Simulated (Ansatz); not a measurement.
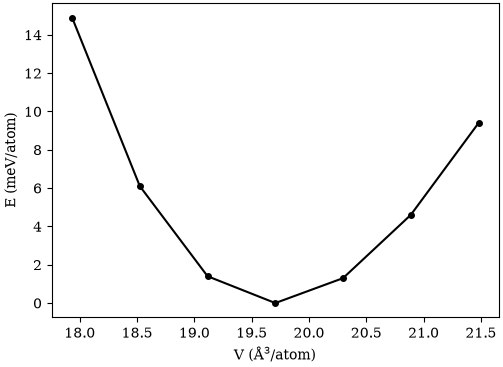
Figure. P (black phosphorus, space group No. 64) under volume change, r²SCAN+D4 (plane waves, PAW; program Ansatz), shape and atoms relaxed at each volume.

Task: What does a third-order Birch–Murnaghan fit give for V₀, B₀ and B′?

Result: V₀ = 19.70 Å³/atom, B₀ = 23.4 GPa, B′ = 6.9.

Space group Cmce (black phosphorus). Symmetry was held in the r²SCAN+D4 relaxation; of distortions, only those at the zone centre were tested.

Potentials: the later of the program's two PAW sets.
